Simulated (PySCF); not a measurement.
Ge(Vi)4, C8H12Ge, SMILES [CH]([Ge]([CH]=C)([CH]=C)[CH]=C)=C at its GFN2-xTB optimised geometry (Å):

```
21

C     -2.4368    -2.4329    -1.6656
C     -1.4915    -1.5097    -1.6377
Ge    -0.8685    -0.6096     0.0000
C     -1.5057     1.2556     0.0000
C     -2.4152     1.7302    -0.8333
C     -1.5292    -1.5542     1.5946
C     -2.4021    -1.0535     2.4514
C      1.1032    -0.6096     0.0000
C      1.8501    -0.9590     1.0331
H     -2.9302    -2.7569    -0.7622
H     -2.7629    -2.9081    -2.5798
H     -1.0185    -1.2106    -2.5654
H     -1.0709     1.9138     0.7424
H     -2.8674     1.1023    -1.5855
H     -2.7515     2.7569    -0.8076
H     -1.1451    -2.5546     1.7545
H     -2.8085    -0.0622     2.3222
H     -2.7531    -1.6006     3.3148
H      1.5870    -0.2915    -0.9157
H      2.9302    -0.9430     1.0041
H      1.4073    -1.2802     1.9633
```

Level of theory: CAM-B3LYP/def2-SVP run with PySCF. Cells within 0.4 Å of a nucleus heavier than hydrogen are left out (blank, or x).

Map of the electrostatic potential (hartree/e), clipped to [-0.08, 0.12] on the plane z = 0.0 Å:

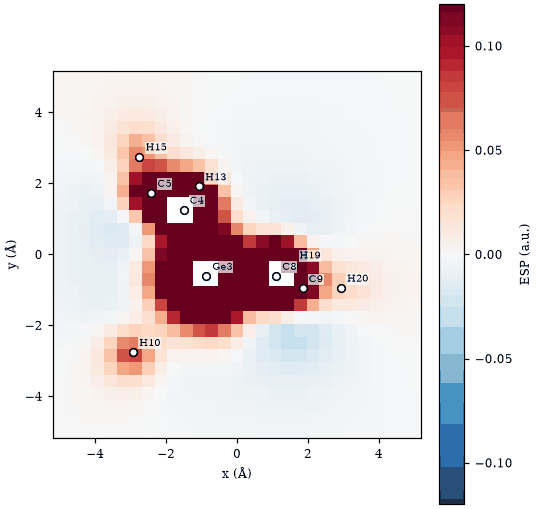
Figure. Electrostatic potential (hartree/e), clipped to [-0.08, 0.12] on the plane z = 0.0 Å.
